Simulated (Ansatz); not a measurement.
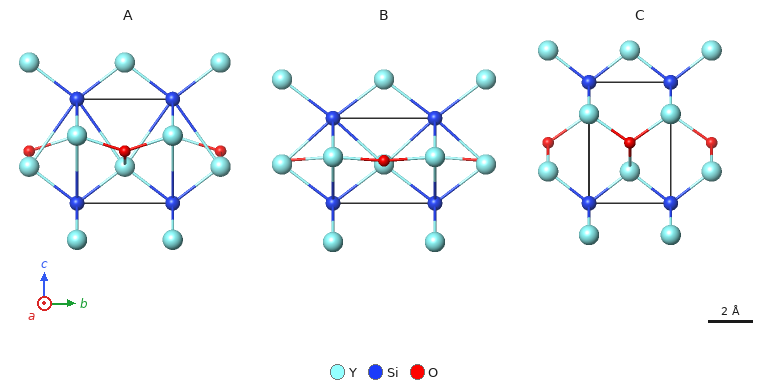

3 geometries from one relaxation of a crystal of Y2SiO (a generated structure, set up in P-4m2) (coarse preliminary run), in shuffled order. A ball-and-stick model of the cell of the calculation, seen along the a axis.

Computed with DFT PBE, scalar-relativistic, plane waves, PAW (Ansatz 0.2.0). Set-up: plane-wave cutoff 420 eV; k-point mesh 6 × 6 × 4; occupations gaussian; smearing width 0.1 eV; no spin polarisation; cell and atoms relaxed; force threshold 0.04 eV/Å; at most 70 steps.

Q: Order the frames from highest to lowest energy.

A: C, A, B. They are steps 0, 6, 15, at +4.096 eV per cell of the calculation, +0.777 eV per cell of the calculation relative to the last. After 13 accepted moves (15 points after the start) the energy has fallen by 4.096 eV per cell of the calculation. The largest force component goes from 5.1 to 0.0072 eV/Å. The pressure goes from 29.58 to −0.10 GPa. At 2 points the geometry stayed and the basis and grid were re-selected for the new cell (energy shift of 0.273 eV per cell of the calculation at most each time). The largest moves relative to the cell, 0.75 Å, are those of Y atoms. Si and O stay in place. The volume changes by +9.3 %, with a = b 3.723 → 4.644 Å (+24.7 %), c 5.508 → 3.871 Å (−29.7 %). Near-neighbour distances that change, for instance: Si–Y 4.467 → 3.133 Å, Si–Y 2.358 → 2.918 Å, Y–Y 3.710 → 3.301 Å, O–Y 2.275 → 2.328 Å. New bonds form: Si–Y (4.47 → 3.13 Å). Among the angles between lasting bonds that change: O–Y–O 109.9° → 171.7°, Y–O–Y 109.9° → 171.7°, Y–O–Y 109.3° → 90.3°. The space group stays P-4m2 (No. 115). The run took 2.2 min on 1 thread of AMD EPYC (Zen 3), on a shared host, peak memory 0.41 GiB.
